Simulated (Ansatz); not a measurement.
# CH6FNOSi: inversion of the pyramid at N1, part 2 of 2

Wanted: the energy profile along the inversion of the pyramid at N1, from relaxed end points and a band of images. SMILES of the start: NC(F)O[SiH3].

Ansatz 0.2.0; RKS CAM-B3LYP-D4/6-31G*.

## Step 5: The band

crystal.atoms is end A as relaxed above, and neb.final_atoms is end B, turned to lie on A. With 7 inner images the band has 9 in all. The start path is listed, through a guess of the saddle.

Contents of input.yaml:

```yaml
crystal:
  periodic: [false, false, false]
  atoms:
    - { symbol: "N", position_ang: [-0.200596, -1.376652, 1.510904] }
    - { symbol: C, position_ang: [0.376694, -0.68671, 0.433571] }
    - { symbol: F, position_ang: [0.02386, -1.243052, -0.81713] }
    - { symbol: O, position_ang: [-0.059729, 0.615532, 0.436104] }
    - { symbol: Si, position_ang: [-0.093575, 1.532528, -0.964079] }
    - { symbol: H, position_ang: [-1.212529, -1.290957, 1.486585] }
    - { symbol: H, position_ang: [0.064422, -2.355607, 1.509168] }
    - { symbol: H, position_ang: [1.469304, -0.757364, 0.469899] }
    - { symbol: H, position_ang: [-1.22573, 1.182169, -1.850928] }
    - { symbol: H, position_ang: [-0.262167, 2.922655, -0.488573] }
    - { symbol: H, position_ang: [1.185446, 1.400457, -1.704919] }
basis:
  gaussian: { orbitals: "6-31G*" }
hamiltonian:
  xc: cam_b3lyp
  dispersion: d4
neb:
  order_check: false
  images: 7
  f_tol: 0.03
  max_iterations: 60
  final_atoms:
    - { symbol: "N", position_ang: [-0.21757319, -1.68438801, 1.25967571] }
    - { symbol: C, position_ang: [0.33056838, -0.83655291, 0.27236404] }
    - { symbol: F, position_ang: [-0.06520168, -1.2931789, -0.96995105] }
    - { symbol: O, position_ang: [-0.1021591, 0.48297925, 0.38531908] }
    - { symbol: Si, position_ang: [-0.07894757, 1.53852803, -0.91235076] }
    - { symbol: H, position_ang: [-1.2204543, -1.52607609, 1.32503307] }
    - { symbol: H, position_ang: [0.19589647, -1.48417475, 2.16470166] }
    - { symbol: H, position_ang: [1.42471424, -0.88081921, 0.30417731] }
    - { symbol: H, position_ang: [-1.19100175, 1.30060509, -1.86011728] }
    - { symbol: H, position_ang: [-0.22540085, 2.88357538, -0.31367747] }
    - { symbol: H, position_ang: [1.21495936, 1.44250113, -1.63457231] }
  initial_path:
    images:
      - { positions_ang: [[-0.200596, -1.376652, 1.510904], [0.376694, -0.68671, 0.433571], [0.02386, -1.243052, -0.81713], [-0.059729, 0.615532, 0.436104], [-0.093575, 1.532528, -0.964079], [-1.212529, -1.290957, 1.486585], [0.064422, -2.355607, 1.509168], [1.469304, -0.757364, 0.469899], [-1.22573, 1.182169, -1.850928], [-0.262167, 2.922655, -0.488573], [1.185446, 1.400457, -1.704919]] }
      - { positions_ang: [[-0.1853483, -1.41410935, 1.4996891], [0.31344296, -0.70940255, 0.38442136], [-0.11063961, -1.2973275, -0.80599818], [-0.13692543, 0.59060801, 0.40165339], [-0.08165621, 1.53694795, -0.95829969], [-1.10619055, -1.18510584, 1.61776052], [0.1318231, -2.35993289, 1.48895597], [1.41449455, -0.75560036, 0.36907255], [-1.08360092, 1.16768104, -1.92699103], [-0.33251145, 2.92055529, -0.50768023], [1.24251186, 1.44868521, -1.54198175]] }
      - { positions_ang: [[-0.1701006, -1.45156671, 1.48847419], [0.25019193, -0.73209509, 0.33527171], [-0.24513922, -1.351603, -0.79486636], [-0.21412185, 0.56568402, 0.36720277], [-0.06973743, 1.5413679, -0.95252037], [-0.9998521, -1.07925469, 1.74893604], [0.1992242, -2.36425878, 1.46874394], [1.3596851, -0.75383673, 0.26824611], [-0.94147185, 1.15319309, -2.00305407], [-0.4028559, 2.91845557, -0.52678745], [1.29957772, 1.49691342, -1.37904451]] }
      - { positions_ang: [[-0.15485291, -1.48902406, 1.47725929], [0.18694089, -0.75478764, 0.28612207], [-0.37963883, -1.40587851, -0.78373454], [-0.29131828, 0.54076003, 0.33275216], [-0.05781864, 1.54578785, -0.94674106], [-0.89351364, -0.97340353, 1.88011156], [0.2666253, -2.36858467, 1.44853191], [1.30487565, -0.75207309, 0.16741966], [-0.79934277, 1.13870513, -2.0791171], [-0.47320035, 2.91635586, -0.54589468], [1.35664358, 1.54514163, -1.21610726]] }
      - { positions_ang: [[-0.13960521, -1.52648141, 1.46604439], [0.12368985, -0.77748018, 0.23697242], [-0.51413844, -1.46015401, -0.77260272], [-0.3685147, 0.51583603, 0.29830154], [-0.04589986, 1.5502078, -0.94096175], [-0.78717519, -0.86755238, 2.01128708], [0.3340264, -2.37291055, 1.42831988], [1.2500662, -0.75030946, 0.06659321], [-0.6572137, 1.12421717, -2.15518014], [-0.5435448, 2.91425615, -0.5650019], [1.41370945, 1.59336984, -1.05317001]] }
      - { positions_ang: [[-0.1590972, -1.56595806, 1.41445222], [0.17540948, -0.79224837, 0.24582033], [-0.40190425, -1.41841023, -0.8219398], [-0.3019258, 0.50762184, 0.32005592], [-0.05416179, 1.54728785, -0.933809], [-0.89549497, -1.03218331, 1.83972358], [0.29949392, -2.1507266, 1.61241532], [1.29372821, -0.78293689, 0.12598924], [-0.79066071, 1.16831415, -2.08141442], [-0.46400881, 2.90658596, -0.50217079], [1.36402192, 1.55565266, -1.19852059]] }
      - { positions_ang: [[-0.1785892, -1.60543471, 1.36286005], [0.22712911, -0.80701655, 0.25466823], [-0.28967006, -1.37666646, -0.87127689], [-0.2353369, 0.49940764, 0.34181031], [-0.06242371, 1.54436791, -0.92665625], [-1.00381475, -1.19681423, 1.66816008], [0.26496143, -1.92854265, 1.79651077], [1.33739022, -0.81556433, 0.18538526], [-0.92410773, 1.21241113, -2.00764871], [-0.38447283, 2.89891577, -0.43933968], [1.3143344, 1.51793549, -1.34387116]] }
      - { positions_ang: [[-0.19808119, -1.64491136, 1.31126788], [0.27884875, -0.82178473, 0.26351614], [-0.17743587, -1.33492268, -0.92061397], [-0.168748, 0.49119345, 0.36356469], [-0.07068564, 1.54144797, -0.91950351], [-1.11213453, -1.36144516, 1.49659657], [0.23042895, -1.7063587, 1.98060622], [1.38105223, -0.84819177, 0.24478128], [-1.05755474, 1.25650811, -1.93388299], [-0.30493684, 2.89124557, -0.37650857], [1.26464688, 1.48021831, -1.48922174]] }
      - { positions_ang: [[-0.21757319, -1.68438801, 1.25967571], [0.33056838, -0.83655291, 0.27236404], [-0.06520168, -1.2931789, -0.96995105], [-0.1021591, 0.48297925, 0.38531908], [-0.07894757, 1.53852803, -0.91235076], [-1.2204543, -1.52607609, 1.32503307], [0.19589647, -1.48417475, 2.16470166], [1.42471424, -0.88081921, 0.30417731], [-1.19100175, 1.30060509, -1.86011728], [-0.22540085, 2.88357538, -0.31367747], [1.21495936, 1.44250113, -1.63457231]] }
```

Run with:

```sh
$ ansatz run input.yaml --threads 2 --pin off --max-ram 3072MiB --backend cpu --events-out ev --progress --plain --runs-dir out
```

Log (excerpt; [...] marks lines left out):

```text
Warning: RAYON_NUM_THREADS=2 ignored (pool sized by the plan → 2); use --threads N
[...]
Functional definition: CAM-B3LYP
[...]
977 factors; integrals over basis functions are off by at most 7.0e-4 eV
340 factors; integrals over basis functions are off by at most 6.4e-7 eV
[...]
mean field -15264.00491684 eV, -560.9418343797 hartree, gradient 4.6e-5 eV, S^2 0.000000; 0 other end points of the search recorded, 0 dependent functions left out
[...]
reference -15264.00502982 eV, -560.9418385316 hartree; 25, 25 occupied and 66, 66 virtual orbitals, 977 factors
977 factors; integrals over basis functions are off by at most 6.9e-4 eV
340 factors; integrals over basis functions are off by at most 7.0e-7 eV
[...]
mean field -15263.94401825 eV, -560.9395963980 hartree, gradient 5.1e-5 eV, S^2 0.000000; 0 other end points of the search recorded, 0 dependent functions left out
[...]
Atom 1 at     0.365924    -0.750035     0.358372 Å, force    -0.000658     0.006068    -0.007497 eV/Å
Atom 2 at     0.089022    -1.164726    -0.968704 Å, force    -0.000168     0.000498     0.005541 eV/Å
Atom 3 at    -0.003952     0.579914     0.423131 Å, force     0.002854    -0.001801    -0.006558 eV/Å
Atom 4 at    -0.088539     1.522468    -0.959871 Å, force    -0.001561    -0.001668     0.006340 eV/Å
Atom 5 at    -1.220699    -1.168219     1.610294 Å, force    -0.001654    -0.001419     0.002781 eV/Å
Atom 6 at     0.129509    -2.235467     1.801897 Å, force    -0.000757    -0.001143     0.001846 eV/Å
Atom 7 at     1.448985    -0.882045     0.457399 Å, force    -0.000174     0.000327     0.001620 eV/Å
Atom 8 at    -1.255989     1.204620    -1.812111 Å, force     0.000822    -0.000107    -0.000386 eV/Å
Atom 9 at    -0.238603     2.898888    -0.435271 Å, force    -0.000295     0.000244     0.000123 eV/Å
Atom 10 at     1.159548     1.428640    -1.755145 Å, force     0.000872    -0.000552    -0.001019 eV/Å
Dipole moment:     0.058805    -0.158145     0.332384 e Å
this run last wrote the band of iteration 16 to <dir>
```

It took 3.2 min on 2 threads of AMD EPYC 9R14 (Zen 4), shared host; peak memory 0.23 GiB.

## Step 6: The band, image by image

Images 0 and 8 are the ends. Energies count from image 0; the path length is the program's own measure over all atoms.

| image | path (Å) | energy (eV) | sum of angles at N1 (°) | band force (eV/Å) |
| --- | --- | --- | --- | --- |
| 0 | 0.000 | 0.0000 | 331.9 | - |
| 1 | 0.145 | 0.0092 | 337.9 | 0.014 |
| 2 | 0.291 | 0.0559 | 349.6 | 0.011 |
| 3 | 0.436 | 0.1190 | 358.5 | 0.010 |
| 4* | 0.581 | 0.1471 | 359.0 | 0.007 |
| 5 | 0.881 | 0.1031 | 339.9 | 0.018 |
| 6 | 1.180 | 0.0827 | 333.8 | 0.005 |
| 7 | 1.480 | 0.0668 | 330.2 | 0.018 |
| 8 | 1.780 | 0.0612 | 328.1 | - |

The star marks the climbing image.

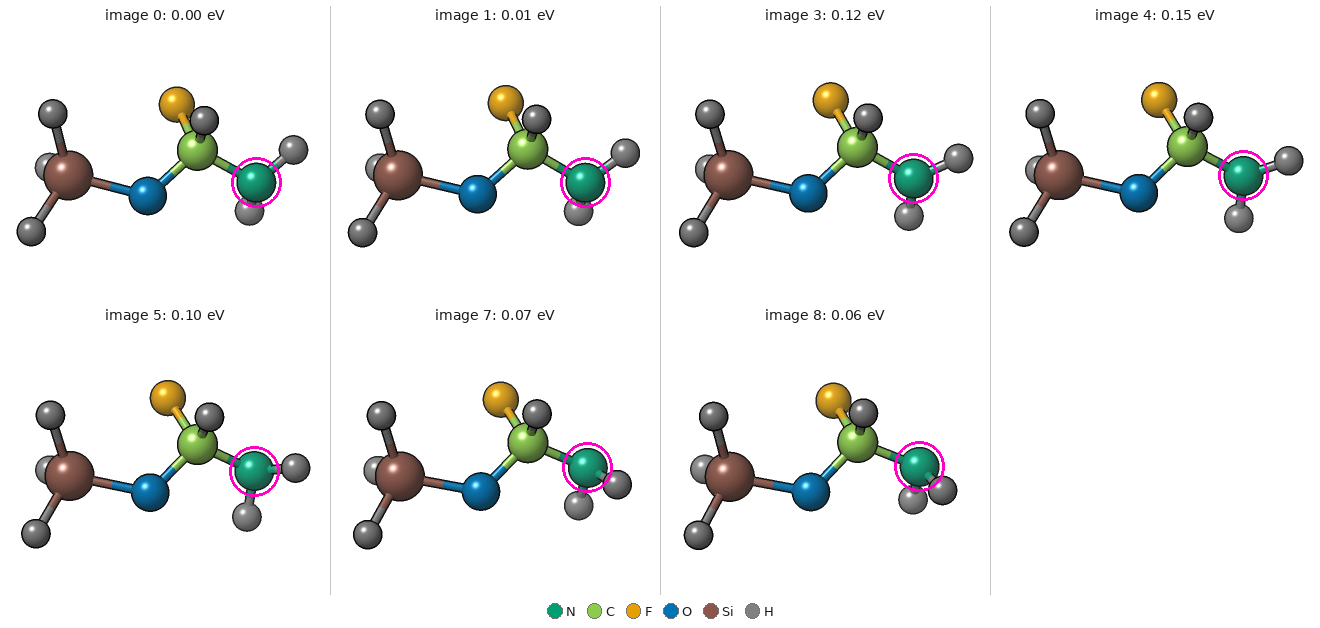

The images of the last band, seen from a chosen angle. Ringed: N1. Sticks join atoms closer than a bonding distance in each image.

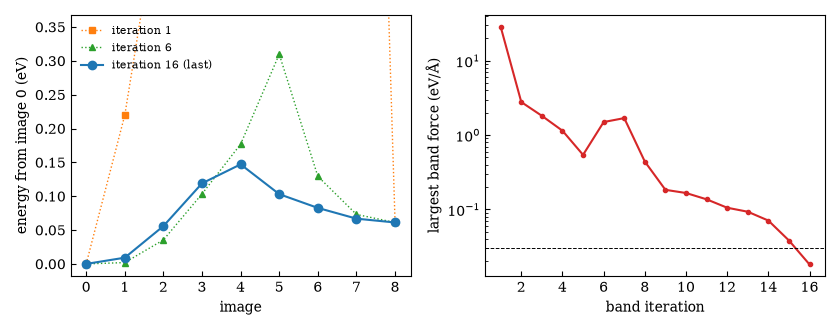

Left: energy of each image for early iterations and the last one (lines only join the points; early values far above the last band run off the scale). Right: the largest band force by iteration, with the threshold dashed.

How the highest energy settled:

| iteration | highest image above image 0 (eV) | largest band force (eV/Å) |
| --- | --- | --- |
| 1 | 5.1265 | 28.539 |
| 3 | 0.2561 | 1.815 |
| 5 | 0.1619 | 0.542 |
| 7 | 0.1991 | 1.691 |
| 9 | 0.1551 | 0.183 |
| 11 | 0.1485 | 0.137 |
| 13 | 0.1473 | 0.093 |
| 15 | 0.1471 | 0.038 |
| 16 | 0.1471 | 0.018 |

Positions of all images (Å):

```xyz
11
image=0 dE=0.0000
N    -0.201   -1.377    1.511
C     0.377   -0.687    0.434
F     0.024   -1.243   -0.817
O    -0.060    0.616    0.436
Si   -0.094    1.533   -0.964
H    -1.213   -1.291    1.487
H     0.064   -2.356    1.509
H     1.469   -0.757    0.470
H    -1.226    1.182   -1.851
H    -0.262    2.923   -0.489
H     1.185    1.400   -1.705
11
image=1 dE=0.0092
N    -0.225   -1.370    1.490
C     0.386   -0.706    0.421
F     0.048   -1.239   -0.846
O    -0.016    0.608    0.421
Si   -0.092    1.536   -0.967
H    -1.235   -1.282    1.471
H     0.065   -2.334    1.592
H     1.475   -0.810    0.479
H    -1.235    1.182   -1.838
H    -0.276    2.913   -0.460
H     1.172    1.445   -1.739
11
image=2 dE=0.0559
N    -0.249   -1.393    1.437
C     0.382   -0.722    0.396
F     0.076   -1.209   -0.901
O    -0.013    0.597    0.416
Si   -0.092    1.533   -0.966
H    -1.248   -1.257    1.509
H     0.085   -2.312    1.678
H     1.467   -0.839    0.474
H    -1.240    1.189   -1.836
H    -0.274    2.906   -0.445
H     1.170    1.451   -1.740
11
image=3 dE=0.1190
N    -0.282   -1.436    1.368
C     0.374   -0.736    0.376
F     0.090   -1.183   -0.942
O    -0.010    0.588    0.418
Si   -0.090    1.528   -0.963
H    -1.245   -1.217    1.558
H     0.106   -2.282    1.746
H     1.458   -0.861    0.468
H    -1.245    1.196   -1.828
H    -0.260    2.901   -0.439
H     1.168    1.443   -1.744
11
image=4 dE=0.1471
N    -0.320   -1.491    1.301
C     0.366   -0.750    0.358
F     0.089   -1.165   -0.969
O    -0.004    0.580    0.423
Si   -0.089    1.522   -0.960
H    -1.221   -1.168    1.610
H     0.130   -2.235    1.802
H     1.449   -0.882    0.457
H    -1.256    1.205   -1.812
H    -0.239    2.899   -0.435
H     1.160    1.429   -1.755
11
image=5 dE=0.1031
N    -0.369   -1.604    1.199
C     0.357   -0.787    0.320
F     0.115   -1.162   -1.008
O    -0.020    0.542    0.424
Si   -0.097    1.518   -0.940
H    -1.189   -1.144    1.574
H     0.183   -2.049    1.918
H     1.437   -0.908    0.458
H    -1.252    1.206   -1.810
H    -0.261    2.883   -0.391
H     1.161    1.448   -1.723
11
image=6 dE=0.0827
N    -0.333   -1.641    1.206
C     0.355   -0.812    0.301
F     0.063   -1.194   -1.006
O    -0.014    0.522    0.414
Si   -0.090    1.522   -0.929
H    -1.227   -1.236    1.464
H     0.207   -1.845    2.037
H     1.437   -0.931    0.417
H    -1.246    1.224   -1.804
H    -0.251    2.879   -0.361
H     1.165    1.454   -1.717
11
image=7 dE=0.0668
N    -0.279   -1.668    1.228
C     0.351   -0.826    0.289
F     0.008   -1.234   -0.991
O    -0.037    0.505    0.406
Si   -0.085    1.528   -0.920
H    -1.244   -1.378    1.365
H     0.201   -1.647    2.120
H     1.439   -0.919    0.371
H    -1.231    1.251   -1.816
H    -0.237    2.880   -0.340
H     1.180    1.450   -1.692
11
image=8 dE=0.0612
N    -0.218   -1.684    1.260
C     0.331   -0.837    0.272
F    -0.065   -1.293   -0.970
O    -0.102    0.483    0.385
Si   -0.079    1.539   -0.912
H    -1.220   -1.526    1.325
H     0.196   -1.484    2.165
H     1.425   -0.881    0.304
H    -1.191    1.301   -1.860
H    -0.225    2.884   -0.314
H     1.215    1.443   -1.635
```

## Step 7: Vibrations at the top

The geometry is the highest inner image of the first converged band.

Contents of input.yaml:

```yaml
crystal:
  periodic: [false, false, false]
  atoms:
    - { symbol: "N", position_ang: [-0.319803, -1.491039, 1.30061] }
    - { symbol: C, position_ang: [0.365924, -0.750035, 0.358372] }
    - { symbol: F, position_ang: [0.089022, -1.164726, -0.968704] }
    - { symbol: O, position_ang: [-0.003952, 0.579914, 0.423131] }
    - { symbol: Si, position_ang: [-0.088539, 1.522468, -0.959871] }
    - { symbol: H, position_ang: [-1.220699, -1.168219, 1.610294] }
    - { symbol: H, position_ang: [0.129509, -2.235467, 1.801897] }
    - { symbol: H, position_ang: [1.448985, -0.882045, 0.457399] }
    - { symbol: H, position_ang: [-1.255989, 1.20462, -1.812111] }
    - { symbol: H, position_ang: [-0.238603, 2.898888, -0.435271] }
    - { symbol: H, position_ang: [1.159548, 1.42864, -1.755145] }
basis:
  gaussian: { orbitals: "6-31G*" }
hamiltonian:
  xc: cam_b3lyp
  dispersion: d4
phonons: {}
```

Run with:

```sh
$ ansatz run input.yaml --threads 2 --pin off --max-ram 3072MiB --backend cpu --events-out ev --progress --plain --runs-dir out
```

Log (excerpt; [...] marks lines left out):

```text
Warning: RAYON_NUM_THREADS=2 ignored (pool sized by the plan → 2); use --threads N
[...]
[... 1 set-up line as earlier in the session ...]
[...]
979 factors; integrals over basis functions are off by at most 6.9e-4 eV
340 factors; integrals over basis functions are off by at most 6.5e-7 eV
[...]
mean field -15263.85713507 eV, -560.9364035000 hartree, gradient 5.0e-5 eV, S^2 0.000000; 0 other end points of the search recorded, 0 dependent functions left out
[...]
reference -15263.85724889 eV, -560.9364076826 hartree; 25, 25 occupied and 66, 66 virtual orbitals, 979 factors
[...]
979 factors; integrals over basis functions are off by at most 6.9e-4 eV
340 factors; integrals over basis functions are off by at most 6.5e-7 eV
mean field -15263.85692246 eV, -560.9363956866 hartree, gradient 1.0e-6 eV, S^2 0.000000; 0 other end points of the search recorded, 0 dependent functions left out
[...]
reference -15263.85703626 eV, -560.9363998688 hartree; 25, 25 occupied and 66, 66 virtual orbitals, 979 factors
[...]
WARN: phonons: modes at or below zero, which the zero-point energy, F, S and C_V leave out: 1, the lowest at -511.00 cm⁻¹. A minimum has none, and a first-order saddle one
[...]
Atom 2 at     0.089022    -1.164726    -0.968704 Å, force    -0.000162     0.000467     0.005510 eV/Å
Atom 3 at    -0.003952     0.579914     0.423131 Å, force     0.002823    -0.001738    -0.006581 eV/Å
Atom 4 at    -0.088539     1.522468    -0.959871 Å, force    -0.001546    -0.001704     0.006317 eV/Å
Atom 5 at    -1.220699    -1.168219     1.610294 Å, force    -0.001637    -0.001406     0.002767 eV/Å
Atom 6 at     0.129509    -2.235467     1.801897 Å, force    -0.000747    -0.001150     0.001849 eV/Å
Atom 7 at     1.448985    -0.882045     0.457399 Å, force    -0.000157     0.000331     0.001624 eV/Å
Atom 8 at    -1.255989     1.204620    -1.812111 Å, force     0.000814    -0.000080    -0.000354 eV/Å
Atom 9 at    -0.238603     2.898888    -0.435271 Å, force    -0.000295     0.000227     0.000128 eV/Å
Atom 10 at     1.159548     1.428640    -1.755145 Å, force     0.000867    -0.000561    -0.000983 eV/Å
Dipole moment:     0.058805    -0.158144     0.332387 e Å
Vibrations: -511.00 57.88 161.95 207.28 260.09 450.01 511.35 623.09 727.11 748.16 797.43 958.56 975.17 994.45 1014.13 1072.13 1242.34 1288.52 1388.77 1483.73 1659.10 2290.63 2305.67 2306.15 3100.93 3669.63 3793.78 cm⁻¹, zero-point energy 2.113189 eV
```

Run time: 83 s. Hardware: 2 threads of AMD EPYC 9R14 (Zen 4), shared host; peak memory 0.23 GiB.

Of 27 modes, 1 is imaginary by more than 30 cm⁻¹ (511i cm⁻¹).

## Step 8: Outcome

This closing draws on all 2 parts.

```
                    quantity                     value
                       end A  11 moves, 0.444 eV lower
                       end B  22 moves, 0.532 eV lower
            barrier forwards                  0.147 eV
           barrier backwards                  0.086 eV
second end relative to first                 +0.061 eV
               highest image     4 of 0 to 8, climbing
             band iterations                        16
  imaginary modes at the top                 511i cm⁻¹
```

What this shows: The barrier from the first end is 0.15 eV, 6 times kT at 300 K, which at an assumed attempt frequency of 10^13 s⁻¹ means a rate near 10^11 s⁻¹. Going back costs 0.086 eV, since the second end is 0.061 eV above the first. One imaginary mode, as a first-order saddle point has. These are electronic energies, with no zero-point or thermal terms. Tunnelling, which matters where hydrogen moves, is missing too.
